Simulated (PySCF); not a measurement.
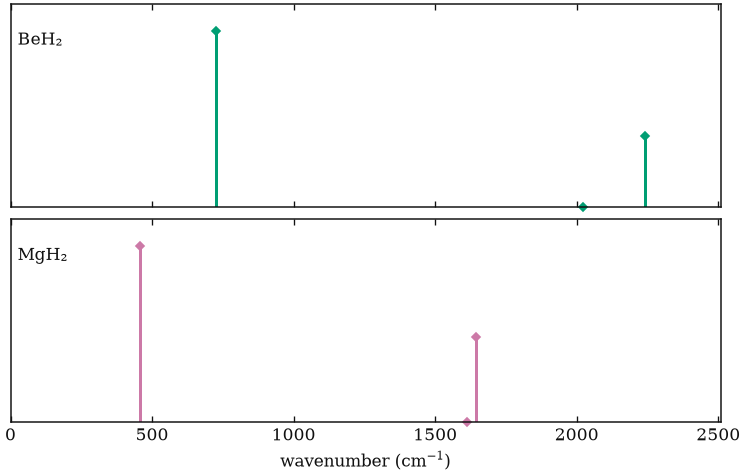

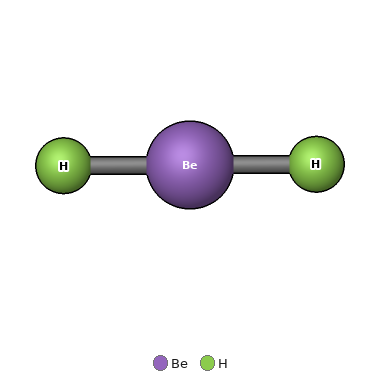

Harmonic infrared lines of BeH₂ and MgH₂, all D∞h singlets, each the lowest point that its search found (BeH₂ is drawn); the central atom changes down one group of the periodic table. B3LYP/def2-TZVP, PySCF, unscaled, no spin-orbit coupling; each panel is scaled to its strongest line, degenerate modes are one line with their intensities summed, and dots on the axis are modes too weak to show or inactive.

How do the bond length and the stretches change along the series?

Answer. Mean bond length: BeH₂ 1.330, MgH₂ 1.700 Å, rising down the group. Highest σu+ mode: BeH₂ 2240, MgH₂ 1644 cm⁻¹, falling down the group.

Give the modes by symmetry (cm⁻¹).

Answer.
```csv
symmetry,BeH₂,MgH₂
πu,724.7,456.2
σg+,2023.4,1613.5
σu+,2239.9,1644.2
```
